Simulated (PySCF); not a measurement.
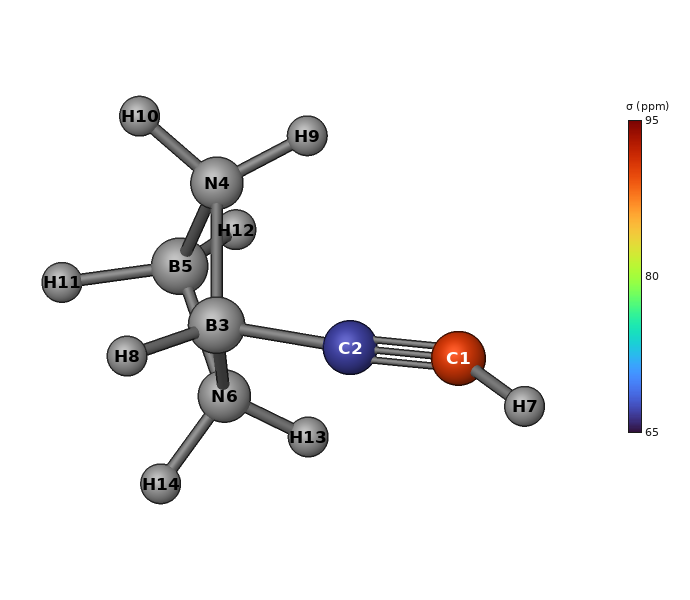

Atoms are coloured by their isotropic NMR shieldings (C only, the others grey). Geometry: a frame of a GFN2-xTB molecular-dynamics simulation, not a minimum. Method: GIAO PBE0/pcSseg-1 NMR shielding, non-relativistic, gas phase (PySCF 2.14.0).

Give the isotropic NMR shieldings of the C atoms atom by atom.

```
atom  σ (ppm)
  C1     90.7
  C2     67.1
```
